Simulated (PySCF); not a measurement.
```
atom    x (Å)    y (Å)    z (Å)
  Si   0.5797   0.7967   0.2974
   C   0.2992   1.1855   2.1131
   C   1.3029   1.4301   2.9643
   H  -0.7239   1.2814   2.4988
   H   2.3507   1.3709   2.6486
   H   1.1260   1.7014   4.0116
   C   2.4136   0.5088   0.0235
   C   3.2422   1.4204  -0.4996
   H   2.8381  -0.4539   0.3421
   H   2.8739   2.3983  -0.8321
   H   4.3166   1.2392  -0.6196
   C   0.0698   2.3155  -0.6902
   C  -0.1331   3.5283  -0.1609
   H  -0.0768   2.2014  -1.7739
   H  -0.0045   3.7115   0.9125
   H  -0.4350   4.3910  -0.7663
   N  -0.2594  -0.6449  -0.2203
   C   0.1998  -1.2786  -1.4557
   C   0.5361  -2.7546  -1.2561
   C  -0.7553  -1.0691  -2.6311
   C  -1.5261  -1.1182   0.3325
   C  -1.3488  -1.7890   1.6932
   C  -2.5998  -0.0325   0.3591
   H   1.1445  -0.7737  -1.7250
   H  -0.3566  -3.3394  -0.9823
   H   0.9471  -3.1948  -2.1780
   H   1.2779  -2.8734  -0.4525
   H  -1.7279  -1.5568  -2.4584
   H  -0.9430   0.0025  -2.7953
   H  -0.3376  -1.4925  -3.5576
   H  -1.8960  -1.8994  -0.3530
   H  -0.9743  -1.0787   2.4451
   H  -0.6195  -2.6088   1.6224
   H  -2.3017  -2.2034   2.0595
   H  -3.5587  -0.4308   0.7258
   H  -2.3173   0.8045   1.0164
   H  -2.7572   0.3816  -0.6473
```

Geometry: PBE0-D3(BJ)/def2-SVP.

These are results of PySCF 2.14.0, PBE0/pcSseg-1, SCF density, gas phase, non-relativistic, not measurements.

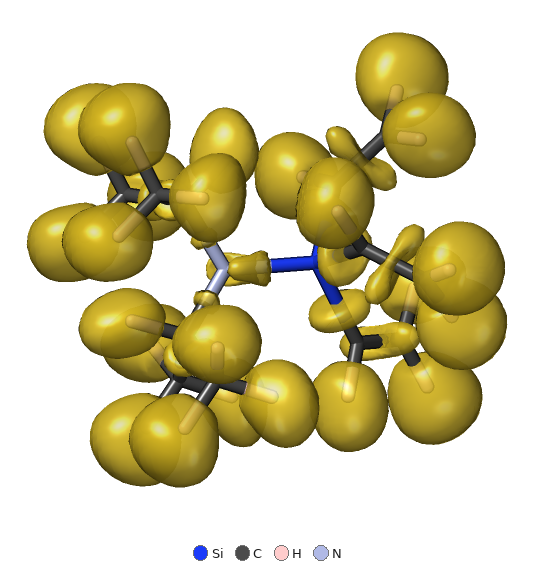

C12H23NSi (Si(vinyl)3(NiPr2)). Isosurface of the electron localisation function at 0.85 (yellow), seen at a tilt. Core shells and regions of very low density are left out.

What do the ELF domains correspond to?

The surface consists of seven regions between bonded C–C atoms (shared pairs), two regions between bonded C–N atoms (shared pairs), three regions between bonded C–Si atoms (shared pairs), one region between bonded N–Si atoms (shared pairs) and 23 regions around hydrogen nuclei.

Values along the shortest contacts:
C–C (1.34 Å): the ELF peaks at about 0.90 between the atoms (a short, multiple covalent bond). C–N (1.46 Å): the ELF peaks at about 0.90 between the atoms, as expected for localised, covalent bonding.
